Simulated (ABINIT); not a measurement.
What a tighter setting buys: ngkpt, Ca₄LaB₃O₁₀ (Cm, 18 atoms in the cell)

Cell: a = 8.9434 Å, b = 8.9434 Å, c = 3.5949 Å, α = 95.12°, β = 95.12°, γ = 126.33°.

Computed with LDA (PW92), PAW (JTH v2.0 LDA PAW) (plane waves; ABINIT).

Base settings: pseudos = [Ca.LDA_PW-JTH.xml, La.LDA_PW-JTH.xml, B.LDA_PW-JTH.xml, O.LDA_PW-JTH.xml]; ecut = 52 Ry; pawecutdg = 104 Ry; pawxcdev = 0; ixc = 7; occopt = 1; ngkpt = 2 2 5; nshiftk = 1; shiftk = 0 0 0; potentials = JTH v2.0 LDA PAW.

Misses are taken against the tightest run, 3 3 5, which need not be fully converged itself. The energy is the free energy per atom.

The count of work is k-points × plane waves × bands × iterations; it is no time, and leaves out set-up, grids and terms that scale otherwise. Core times come from one kind of shared machine and are given to one figure; runs under 30 s give none.

The starting cell comes from a database of computed structures (which also holds hypothetical and non-ambient phases and stackings), without a prior relaxation at this level. Its lattice was rescaled by a random factor within 2.5 % of one.

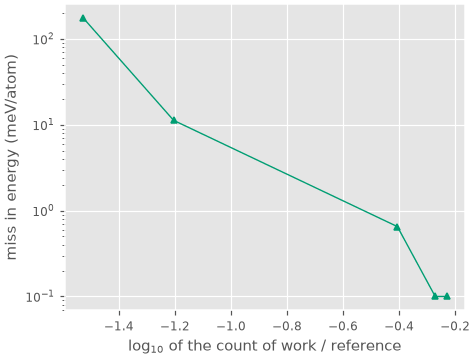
*Miss against the count of work; the reference run is not drawn, and misses under 0.1 meV/atom are drawn there.*

```tsv
ngkpt	energy less reference (meV/atom)	pressure less reference (GPa)	largest difference in the force on any atom (eV/Å)	count of work / reference	core time / reference (rough)
1 1 1	175.38	1.51	2.994	0.030	0.04
1 1 2	11.26	0.04	0.366	0.062	0.06
2 2 3	0.65	0.01	0.014	0.39	0.3
2 2 4	0.06	0.00	0.002	0.54	0.5
2 2 5	0.02	0.00	0.000	0.59	0.4
3 3 5	0.00	0.00	0.000	1.0	1
```

Coarsest setting among those run that, with all tighter ones, holds the energy within 10 meV/atom of the reference: 2 2 3, off by 0.65 meV/atom; it needs 0.39 of the reference's count of work and about 0.3 of the reference's time.

Smallest miss in the energy for at most 0.3 times the reference's count of work: 1 1 2, with a miss of 11 meV/atom at a count of 0.062.
